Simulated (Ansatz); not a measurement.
## Molecular dynamics of AlH5SO2 (part 2 of 2)

Continued. System: AlH5SO2. Method: RKS revPBE-D4/STO-3G (Ansatz 0.2.0). 

Geometry of the input (Å):
```
Al -0.3116  0.0926  0.2138
H  -0.4309  1.3619  -0.9032
O  -0.8586  -1.3988  -0.3882
O  -0.5596  0.7469  1.7562
H  0.7235  1.1000  -0.9564
S  1.9592  0.2194  -0.5049
H  -1.7589  -1.7084  -0.3170
H  -0.4504  0.2620  2.5713
H  1.6874  -0.6758  -1.4718
```

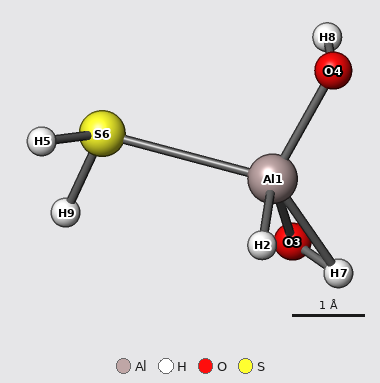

Figure 1. The geometry at step 38 of the log (ball-and-stick view, seen at a tilt; atoms are numbered from 1 in the order of the input).

Log, continued
```
md step    79: t =    39.50 fs  T =  1676.0 K  F+E_penalty+E_count = -21347.20669596 eV  E_kin = 1.516467 eV  conserved = -21345.47443607 eV  (26 SCF iters, 3 dispersion substeps)
these checks for a lower state are left out or cut short: starts, cluster_reference, orbital_swaps, neighbouring_geometries, increment
443 factors; integrals over basis functions are off by at most 3.3e-5 eV
mean field evaluation 640: about -21346.7999 eV, gradient 1.4e-5 eV
mean field -21346.79987936 eV, -784.4804261859 hartree, gradient 1.4e-5 eV, S^2 0.000000; 0 other end points of the search recorded, 0 dependent functions left out
the calculation of the forces begins
reference -21346.79990734 eV, -784.4804272142 hartree; 25, 25 occupied and 8, 8 virtual orbitals, 443 factors
443 factors; integrals over basis functions are off by at most 3.3e-5 eV
mean field -21346.79987936 eV, -784.4804261859 hartree, gradient 1.4e-5 eV, S^2 0.000000; 1 other end points of the search recorded, 0 dependent functions left out
the calculation of the forces begins
reference -21346.79990734 eV, -784.4804272142 hartree; 25, 25 occupied and 8, 8 virtual orbitals, 443 factors
md step    80: t =    40.00 fs  T =  1718.9 K  F+E_penalty+E_count = -21347.25450405 eV  E_kin = 1.555288 eV  conserved = -21345.47680862 eV  (24 SCF iters, 3 dispersion substeps)
Total energy: -21347.25453203 eV, -784.4971343633 hartree
Atom 0 at    -0.683507     0.228900     0.112913 Å, force    -0.362824     1.451877     0.197893 eV/Å
Atom 1 at    -1.437387     1.309042    -0.604087 Å, force     0.055753     0.063606    -0.535750 eV/Å
Atom 2 at    -0.686371    -1.438302    -0.179897 Å, force     0.713427    -0.987624     1.007103 eV/Å
Atom 3 at    -0.343830     0.646419     1.758245 Å, force    -0.372169     1.007895    -0.840689 eV/Å
Atom 4 at     3.262078     0.680283    -0.452304 Å, force     0.212439     0.144431    -0.272075 eV/Å
Atom 5 at     1.985827     0.198004    -0.501281 Å, force    -0.610049    -0.727636    -0.608844 eV/Å
Atom 6 at    -1.129206    -1.693106    -1.047254 Å, force    -0.525250     0.135065    -1.015926 eV/Å
Atom 7 at    -0.089443    -0.283771     2.031269 Å, force     0.689699    -1.604580     1.225865 eV/Å
Atom 8 at     2.113852    -0.417289    -1.754273 Å, force     0.198974     0.516965     0.842424 eV/Å
Dipole moment:     0.447459    -0.184201    -0.532167 e Å
```

Trajectory as extended XYZ (Å, eV, eV/Å), 22 of the 81 frames kept, from step=0 to step=80
```
9
Properties=species:S:1:pos:R:3:forces:R:3 step=0 time_fs=0.0 energy=-21346.10265 temperature=700.0
Al   -0.3116    0.0926    0.2138   -0.3727  -0.2728   0.3926
H    -0.4309    1.3619   -0.9032   -0.0725  -0.5242   0.5414
O    -0.8586   -1.3988   -0.3882    4.4457   0.4919  -0.9481
O    -0.5596    0.7469    1.7562   -0.6908   3.2128  -3.1301
H     0.7235    1.1000   -0.9564    1.0219   0.0762  -0.3082
S     1.9592    0.2194   -0.5049   -1.1317   0.6895   0.6220
H    -1.7589   -1.7084   -0.3170   -3.7479  -0.4670   0.7268
H    -0.4504    0.2620    2.5713    0.6358  -2.6800   2.7525
H     1.6874   -0.6758   -1.4718   -0.0878  -0.5265  -0.6489
9
Properties=species:S:1:pos:R:3:forces:R:3 step=4 time_fs=2.0 energy=-21346.52063 temperature=1152.1
Al   -0.3192    0.0960    0.2085   -0.8396   0.3423  -0.1906
H    -0.4006    1.3687   -0.8602   -0.2972  -0.6910   0.5026
O    -0.8558   -1.4089   -0.3815    1.1854  -0.9385  -0.6393
O    -0.5605    0.7551    1.7616   -0.3404   1.4990  -0.2575
H     0.8586    1.0884   -1.0140    0.6721   0.2976   0.0532
S     1.9580    0.2195   -0.5023   -0.4599   0.2642   0.3213
H    -1.8184   -1.7428   -0.3804   -0.2562   0.8778   0.4781
H    -0.3538    0.1869    2.5690    0.3123  -1.0727   0.2249
H     1.6945   -0.6244   -1.5218    0.0235  -0.5787  -0.4926
9
Properties=species:S:1:pos:R:3:forces:R:3 step=8 time_fs=4.0 energy=-21346.46805 temperature=1099.5
Al   -0.3280    0.0998    0.2030   -1.1725   0.7791  -0.5041
H    -0.3821    1.3501   -0.7986   -0.6528  -0.4833   0.2749
O    -0.8498   -1.4212   -0.3764   -1.3413  -2.0653  -0.7203
O    -0.5620    0.7668    1.7661    0.8133  -1.0897   2.7933
H     1.0186    1.0894   -1.0709    0.1113   0.8902  -0.0163
S     1.9564    0.2199   -0.4994    0.3477  -1.0031  -0.3789
H    -1.8932   -1.7461   -0.4242    2.3940   1.7549   0.5902
H    -0.2477    0.0719    2.5782   -0.7859   1.3684  -2.3991
H     1.7030   -0.5936   -1.5884    0.2862  -0.1512   0.3604
9
Properties=species:S:1:pos:R:3:forces:R:3 step=11 time_fs=5.5 energy=-21346.52161 temperature=1158.8
Al   -0.3357    0.1034    0.1984   -1.3123   0.6848  -0.3010
H    -0.3838    1.3239   -0.7452   -0.8714  -0.0021  -0.1536
O    -0.8470   -1.4334   -0.3737   -1.1059  -1.8141  -0.6117
O    -0.5620    0.7742    1.7735    1.3013  -1.9583   2.8173
H     1.1429    1.1112   -1.1139   -0.2148   1.3815  -0.2735
S     1.9553    0.2194   -0.4974    0.7880  -1.8319  -0.6384
H    -1.8962   -1.7069   -0.4426    2.1879   1.5346   0.5930
H    -0.1850    0.0139    2.5315   -1.1724   1.9356  -2.3238
H     1.7158   -0.5755   -1.6313    0.3995   0.0697   0.8917
9
Properties=species:S:1:pos:R:3:forces:R:3 step=15 time_fs=7.5 energy=-21346.91363 temperature=1584.6
Al   -0.3476    0.1089    0.1920   -1.2846   0.1574   0.3150
H    -0.4154    1.2919   -0.6820   -0.9757   0.8722  -0.9753
O    -0.8449   -1.4533   -0.3713    1.9188  -0.6083  -0.0856
O    -0.5594    0.7801    1.7888    1.0774  -1.5708   0.9354
H     1.3027    1.1852   -1.1797    0.0910   1.0702  -0.0855
S     1.9547    0.2170   -0.4955    0.5166  -1.5333  -0.8836
H    -1.8382   -1.6069   -0.4485   -0.9313   0.6073   0.2746
H    -0.1391   -0.0022    2.3980   -0.7561   0.9714  -0.4887
H     1.7460   -0.5494   -1.6589    0.3439   0.0340   0.9937
9
Properties=species:S:1:pos:R:3:forces:R:3 step=19 time_fs=9.5 energy=-21346.95151 temperature=1627.0
Al   -0.3612    0.1148    0.1859   -1.0684   0.3787   0.5424
H    -0.4837    1.2912   -0.6547   -0.8846   1.0897  -1.3306
O    -0.8384   -1.4748   -0.3691    3.5015  -0.2163   0.3219
O    -0.5545    0.7827    1.8061   -0.3435   0.7405  -1.8022
H     1.4667    1.2962   -1.2464    0.6315  -0.3757   0.7898
S     1.9547    0.2128   -0.4947   -0.0563   0.3099  -1.0207
H    -1.8138   -1.4812   -0.4440   -2.8009   0.3256  -0.0406
H    -0.1176    0.0115    2.2496    0.8970  -1.9205   2.1990
H     1.7888   -0.5230   -1.6508    0.1238  -0.3320   0.3410
9
Properties=species:S:1:pos:R:3:forces:R:3 step=23 time_fs=11.5 energy=-21347.08183 temperature=1760.8
Al   -0.3764    0.1213    0.1806   -0.9070   1.5471  -0.0395
H    -0.5851    1.3285   -0.6754   -0.5720   0.1695  -0.7498
O    -0.8248   -1.4968   -0.3663   -0.6326   0.2374   0.1665
O    -0.5499    0.7863    1.8197    0.1915  -0.3692  -1.5696
H     1.6525    1.3938   -1.2838    0.5583  -1.5412   1.3557
S     1.9546    0.2091   -0.4950   -0.0632   1.9301  -0.6154
H    -1.8756   -1.3444   -0.4393    0.9925  -0.1979   0.0818
H    -0.0691   -0.0348    2.1747    0.5088  -1.0590   1.9249
H     1.8364   -0.5095   -1.6305   -0.0763  -0.7168  -0.5546
9
Properties=species:S:1:pos:R:3:forces:R:3 step=27 time_fs=13.5 energy=-21346.91452 temperature=1571.8
Al   -0.3929    0.1299    0.1752   -0.8662   2.3060  -0.7256
H    -0.7077    1.3718   -0.7239   -0.1102  -0.9082   0.0997
O    -0.8122   -1.5180   -0.3631   -2.6260   1.4117   0.2125
O    -0.5447    0.7887    1.8296    1.7809  -3.0620  -0.4910
H     1.8581    1.4353   -1.2715    0.0941  -1.7337   1.2211
S     1.9546    0.2074   -0.4961    0.2210   2.0083  -0.3499
H    -1.9078   -1.2169   -0.4323    2.7045  -1.1822   0.0494
H    -0.0046   -0.1164    2.1712   -1.0746   1.6933   0.6149
H     1.8814   -0.5216   -1.6288   -0.1236  -0.5332  -0.6312
9
Properties=species:S:1:pos:R:3:forces:R:3 step=30 time_fs=15.0 energy=-21346.87252 temperature=1519.4
Al   -0.4060    0.1384    0.1706   -0.7973   2.3465  -0.9841
H    -0.8032    1.3841   -0.7597    0.2010  -1.3430   0.5372
O    -0.8065   -1.5318   -0.3603   -2.2789   2.0989   0.3979
O    -0.5383    0.7861    1.8361    2.1377  -3.6114  -0.2975
H     2.0154    1.4237   -1.2317   -0.2167  -1.1683   0.6908
S     1.9546    0.2078   -0.4972    0.3816   0.9513  -0.3301
H    -1.8687   -1.1487   -0.4257    2.1387  -1.6081  -0.1093
H     0.0208   -0.1422    2.1873   -1.4629   2.3437   0.1832
H     1.9121   -0.5442   -1.6428   -0.1032  -0.0096  -0.0881
9
Properties=species:S:1:pos:R:3:forces:R:3 step=34 time_fs=17.0 energy=-21347.01390 temperature=1661.8
Al   -0.4244    0.1527    0.1632   -0.5202   1.8795  -0.8287
H    -0.9230    1.3560   -0.7892    0.4389  -1.3537   0.7351
O    -0.8033   -1.5458   -0.3557    0.3846   2.0557   0.8051
O    -0.5254    0.7753    1.8440    1.5183  -2.5223  -0.8060
H     2.2177    1.3740   -1.1588   -0.2237   0.1763  -0.2711
S     1.9552    0.2090   -0.4990    0.2430  -1.0102  -0.0234
H    -1.7554   -1.1102   -0.4220   -0.8670  -1.2350  -0.5293
H     0.0081   -0.1020    2.2157   -0.8943   1.3838   0.3276
H     1.9496   -0.5726   -1.6623   -0.0797   0.6260   0.5908
9
Properties=species:S:1:pos:R:3:forces:R:3 step=38 time_fs=19.0 energy=-21346.88936 temperature=1516.6
Al   -0.4435    0.1695    0.1548   -0.1660   0.8343  -0.0288
H    -1.0264    1.2781   -0.7918    0.3931  -0.7513   0.4768
O    -0.7989   -1.5550   -0.3491    3.3021   1.2737   1.2562
O    -0.5091    0.7590    1.8496   -0.4215   0.7198  -2.4978
H     2.4114    1.3286   -1.0946   -0.0276   0.6880  -0.6158
S     1.9559    0.2092   -0.5008   -0.0555  -1.6167   0.2988
H    -1.6776   -1.1160   -0.4390   -3.9087  -0.1992  -1.0099
H    -0.0343   -0.0164    2.2600    0.9451  -1.6783   1.5113
H     1.9839   -0.5786   -1.6611   -0.0610   0.7298   0.6092
9
Properties=species:S:1:pos:R:3:forces:R:3 step=42 time_fs=21.0 energy=-21347.08869 temperature=1717.5
Al   -0.4627    0.1873    0.1464    0.1283  -0.8423   1.0227
H    -1.1154    1.1733   -0.7774    0.0223   0.3484  -0.1755
O    -0.7879   -1.5606   -0.3397    0.7681   2.3791   0.9363
O    -0.4936    0.7438    1.8495   -0.5991   1.1646  -2.5562
H     2.6012    1.3049   -1.0514   -0.4563  -0.2446  -0.1087
S     1.9567    0.2076   -0.5023    0.2722  -0.1840   0.4646
H    -1.7279   -1.1373   -0.4915   -1.0364  -1.1259  -0.6231
H    -0.0466    0.0146    2.3574    0.9277  -1.7397   1.1298
H     2.0157   -0.5586   -1.6390   -0.0269   0.2443  -0.0898
9
Properties=species:S:1:pos:R:3:forces:R:3 step=46 time_fs=23.0 energy=-21346.89723 temperature=1493.4
Al   -0.4817    0.2039    0.1394    0.3492  -2.2976   1.5843
H    -1.2034    1.0818   -0.7696   -0.3908   1.2351  -0.7083
O    -0.7751   -1.5606   -0.3282   -1.9535   2.8863   0.2097
O    -0.4793    0.7311    1.8438    0.8262  -0.9620   0.0064
H     2.7720    1.2725   -1.0128   -1.1275  -1.0421   0.3585
S     1.9578    0.2059   -0.5032    0.8319   1.2504   0.7733
H    -1.8182   -1.1990   -0.5662    2.1566  -1.5634   0.2136
H    -0.0285   -0.0124    2.4894   -0.7004   0.8675  -1.5444
H     2.0464   -0.5299   -1.6208    0.0083  -0.3742  -0.8931
9
Properties=species:S:1:pos:R:3:forces:R:3 step=50 time_fs=25.0 energy=-21346.72450 temperature=1290.7
Al   -0.5002    0.2172    0.1346   -0.0272  -2.5767   1.2600
H    -1.3039    1.0348   -0.7861   -0.1925   1.1528  -0.4068
O    -0.7665   -1.5539   -0.3161   -2.2044   2.2705  -0.0948
O    -0.4633    0.7165    1.8379    0.9982  -1.1484   1.0197
H     2.9002    1.2032   -0.9619   -1.3518  -0.9928   0.4453
S     1.9599    0.2054   -0.5032    1.0559   1.2108   0.4976
H    -1.8337   -1.3168   -0.6338    2.7648  -0.9145   0.6042
H    -0.0327   -0.0134    2.5674   -0.9906   1.3728  -2.5997
H     2.0769   -0.5135   -1.6337   -0.0524  -0.3745  -0.7254
9
Properties=species:S:1:pos:R:3:forces:R:3 step=53 time_fs=26.5 energy=-21346.95344 temperature=1526.8
Al   -0.5140    0.2248    0.1322   -0.7336  -2.2783   0.7302
H    -1.3839    1.0286   -0.8091    0.3350   0.6880   0.1906
O    -0.7635   -1.5453   -0.3072   -0.7737   1.5795   0.2430
O    -0.4499    0.7038    1.8348    0.4077  -0.1452   0.2129
H     2.9629    1.1268   -0.9130   -1.0384  -0.4727   0.3033
S     1.9622    0.2061   -0.5028    0.8511   0.3223  -0.0906
H    -1.7785   -1.4289   -0.6705    1.5628  -0.1404   0.3469
H    -0.0596    0.0184    2.5639   -0.4347   0.4549  -1.9220
H     2.0985   -0.5105   -1.6615   -0.1761  -0.0080  -0.0142
9
Properties=species:S:1:pos:R:3:forces:R:3 step=57 time_fs=28.5 energy=-21346.81430 temperature=1357.4
Al   -0.5333    0.2321    0.1299   -1.6820  -1.8592   0.1888
H    -1.4769    1.0419   -0.8315    0.9926   0.1435   0.8151
O    -0.7602   -1.5305   -0.2945    2.7266   1.1800   1.7246
O    -0.4316    0.6874    1.8304   -1.1781   2.7334  -3.1059
H     3.0152    1.0131   -0.8392    0.0321   0.5560  -0.0210
S     1.9662    0.2071   -0.5024   -0.0664  -1.1053  -0.5823
H    -1.6655   -1.5807   -0.7126   -1.6547   0.4478  -0.9655
H    -0.1040    0.0651    2.5065    1.1556  -2.4813   1.1779
H     2.1208   -0.5056   -1.6966   -0.3257   0.3852   0.7683
9
Properties=species:S:1:pos:R:3:forces:R:3 step=61 time_fs=30.5 energy=-21346.74593 temperature=1265.6
Al   -0.5548    0.2367    0.1279   -2.1296  -1.6321  -0.3333
H    -1.5327    1.0615   -0.8241    1.2421  -0.0599   0.9787
O    -0.7514   -1.5130   -0.2781    2.1442   0.7893   1.6147
O    -0.4158    0.6770    1.8193   -1.0107   2.6699  -2.6783
H     3.0678    0.9197   -0.7661    0.8802   1.0761  -0.1512
S     1.9700    0.2069   -0.5026   -0.8846  -1.5823  -0.4839
H    -1.6020   -1.7157   -0.7861   -0.9037   0.7672  -0.7128
H    -0.1098    0.0267    2.4837    0.9992  -2.3773   1.0120
H     2.1309   -0.4874   -1.7046   -0.3370   0.3491   0.7540
9
Properties=species:S:1:pos:R:3:forces:R:3 step=65 time_fs=32.5 energy=-21346.81632 temperature=1324.7
Al   -0.5792    0.2389    0.1254   -1.8915  -1.5241  -0.6966
H    -1.5422    1.0798   -0.7808    0.9949   0.0892   0.6750
O    -0.7378   -1.4939   -0.2582   -0.3127  -0.6240  -0.0645
O    -0.4023    0.6725    1.8026    0.4491  -0.3617   0.9465
H     3.1486    0.8645   -0.6982    0.2084   0.5173   0.0129
S     1.9728    0.2049   -0.5034   -0.3709  -0.5721   0.1334
H    -1.5691   -1.8179   -0.8816    1.5293   1.7637   0.9853
H    -0.0814   -0.0923    2.4909   -0.4297   0.7976  -1.9231
H     2.1286   -0.4572   -1.6863   -0.1769  -0.0859  -0.0689
9
Properties=species:S:1:pos:R:3:forces:R:3 step=69 time_fs=34.5 energy=-21346.79816 temperature=1289.3
Al   -0.6060    0.2388    0.1221   -1.0726  -1.5681  -0.3735
H    -1.5151    1.1024   -0.7133    0.3139   0.5655  -0.0412
O    -0.7246   -1.4763   -0.2383   -0.6760  -1.2673  -0.5908
O    -0.3881    0.6676    1.7876    0.8612  -1.5285   1.8488
H     3.2353    0.8290   -0.6307   -0.9841  -0.2111   0.0662
S     1.9753    0.2023   -0.5040    0.5797   0.5833   0.9255
H    -1.4852   -1.8545   -0.9430    1.7128   2.0079   1.4263
H    -0.0659   -0.1871    2.4333   -0.7809   1.9145  -2.3204
H     2.1198   -0.4305   -1.6711    0.0461  -0.4961  -0.9409
9
Properties=species:S:1:pos:R:3:forces:R:3 step=72 time_fs=36.0 energy=-21347.06301 temperature=1562.4
Al   -0.6271    0.2374    0.1192   -0.3666  -1.5703   0.1759
H    -1.4855    1.1324   -0.6625   -0.2365   0.9720  -0.6274
O    -0.7157   -1.4650   -0.2244    0.2296  -0.8559   0.1998
O    -0.3762    0.6618    1.7792    0.5670  -1.0433   1.0268
H     3.2783    0.7991   -0.5789   -1.4169  -0.4498  -0.0259
S     1.9775    0.2007   -0.5038    0.9259   0.7470   0.9343
H    -1.3811   -1.8328   -0.9551    0.5921   1.3829   0.5008
H    -0.0728   -0.2133    2.3338   -0.4351   1.2259  -1.3084
H     2.1138   -0.4217   -1.6806    0.1405  -0.4085  -0.8760
9
Properties=species:S:1:pos:R:3:forces:R:3 step=76 time_fs=38.0 energy=-21347.15503 temperature=1640.1
Al   -0.6554    0.2335    0.1157    0.0201  -0.7236   0.5816
H    -1.4544    1.2043   -0.6167   -0.4184   0.9529  -0.9157
O    -0.7030   -1.4516   -0.2048    1.9801   0.2390   2.6634
O    -0.3595    0.6525    1.7697   -0.4683   1.6035  -1.0552
H     3.2896    0.7452   -0.5118   -1.0963  -0.3317  -0.1944
S     1.9813    0.1993   -0.5026    0.6354   0.1151   0.1260
H    -1.2316   -1.7637   -0.9652   -1.5072  -0.1225  -2.2645
H    -0.0924   -0.2186    2.1668    0.6842  -1.8579   0.9893
H     2.1106   -0.4217   -1.7186    0.1705   0.1251   0.0695
9
Properties=species:S:1:pos:R:3:forces:R:3 step=80 time_fs=40.0 energy=-21347.25450 temperature=1718.9
Al   -0.6835    0.2289    0.1129   -0.3628   1.4519   0.1979
H    -1.4374    1.3090   -0.6041    0.0558   0.0636  -0.5357
O    -0.6864   -1.4383   -0.1799    0.7134  -0.9876   1.0071
O    -0.3438    0.6464    1.7582   -0.3722   1.0079  -0.8407
H     3.2621    0.6803   -0.4523    0.2124   0.1444  -0.2721
S     1.9858    0.1980   -0.5013   -0.6100  -0.7276  -0.6088
H    -1.1292   -1.6931   -1.0473   -0.5252   0.1351  -1.0159
H    -0.0894   -0.2838    2.0313    0.6897  -1.6046   1.2259
H     2.1139   -0.4173   -1.7543    0.1990   0.5170   0.8424
```

Results in brief

| quantity | value |
| --- | --- |
| outcome | finished |
| mean temperature over the second half | 1464 K |
| trajectory | 80 steps, 40 fs |
| ensemble | nvt_nose_hoover |
| temperature in the input | 700 K |
| time step | 0.5 fs |
| potential energy (last step) | −21347.2545 eV |
| mean-field energy (last step) | −21346.7999 eV |
| dispersion energy (last step) | −0.4546 eV |
| SCF solution under orbital rotations (last step) | stable |
| largest force (length of the vector) (last step) | 2.134 eV/Å |
| dipole moment (last step) | 3.45 D |
| hardware | 4 threads of Intel Xeon @ 2.50GHz, 180 GiB of memory available, shared host |
| wall time | 69 s (CPU time 3.9 min) |
| peak memory | 0.45 GiB |

Notes

So short a trajectory is not equilibrated. The temperature stays far from the 700 K of the thermostat over the second half: the run isn't equilibrated.
